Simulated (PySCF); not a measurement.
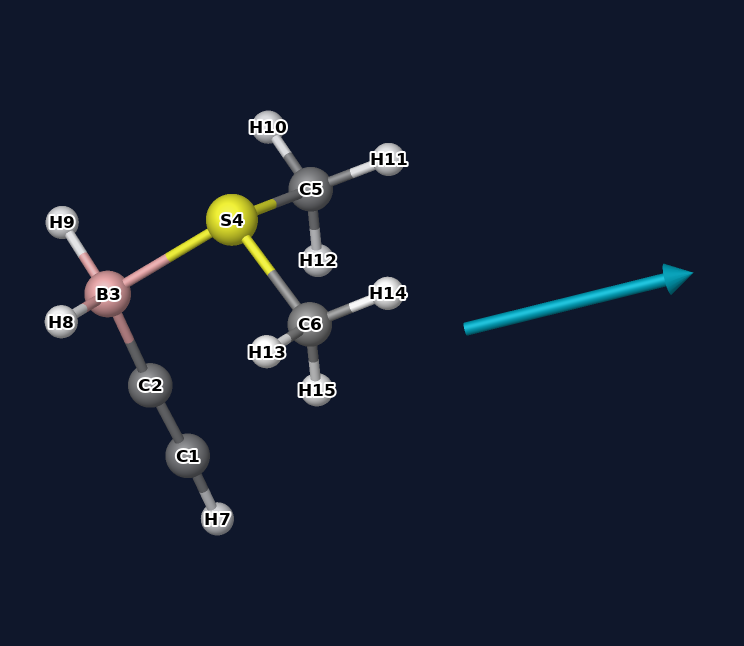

The arrow beside the molecule shows the direction of the dipole moment, from the negative to the positive end (its length means nothing). The geometry was computed by an optimisation with PBE0-D3(BJ)/def2-SVP. No frequency run is at hand to confirm it as a minimum. Method: LC-wPBE/def2-SVPD, gas phase (PySCF 2.14.0).

Q: Estimate the dipole moment.

A: 4.79 D; it points from the side of H8, H9 to the side of H11, H14 (the outermost atoms at the two ends).
